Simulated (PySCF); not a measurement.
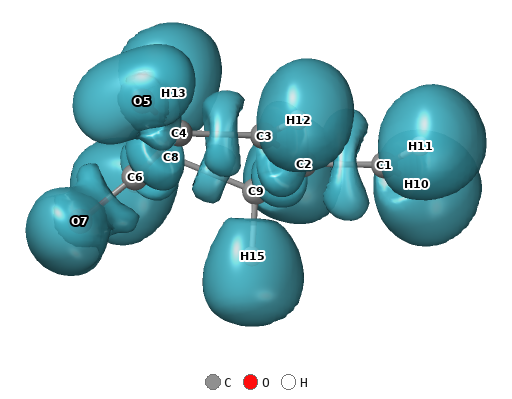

The picture shows: C$_{7}$H$_{7}$O$_{2}$ (SMILES [CH2]C1=CC(=O)C(=O)CC1) (doublet). Isosurface of the ELF at 0.75 (cyan), seen from one side. Only the valence region is drawn (cores and ρ < 0.01 e/Å³ removed).

Geometry: GFN2-xTB.

Computed with PySCF 2.14.0, density-fitted response routines, UKS B3LYP, pcH-1 on C H O, non-relativistic, mean-field spin-orbit, GIAO.

```
atom    x (Å)    y (Å)    z (Å)
   C   2.3089   0.5122   0.1573
   C   0.9673   0.3054   0.0876
   C   0.0836   1.3717  -0.1557
   C  -1.3329   1.2521  -0.2277
   O  -2.1168   2.1176  -0.5851
   C  -1.8454  -0.1245   0.2164
   O  -2.7841  -0.2921   0.9404
   C  -0.9855  -1.2176  -0.3705
   C   0.4078  -1.0849   0.2495
   H   2.9968  -0.3032   0.2957
   H   2.7282   1.4972   0.0570
   H   0.4827   2.3761  -0.1998
   H  -0.9226  -1.0873  -1.4528
   H  -1.4222  -2.1918  -0.1471
   H   0.3420  -1.3061   1.3195
   H   1.0848  -1.8158  -0.1959
```

> Identify the bonds, lone pairs and shells in this picture.

At this value the surface marks out seven regions between bonded C–C atoms (shared pairs), seven regions around hydrogen nuclei and two regions on O in which the atom's valence shell and bonds are merged. Along the contacts the grid gives the following. C–O (1.20 Å): the ELF peaks at about 0.85 between the atoms; a short, multiple covalent bond. C–C (1.36 Å): the ELF peaks at about 0.95 between the atoms, as expected for a covalent bond.
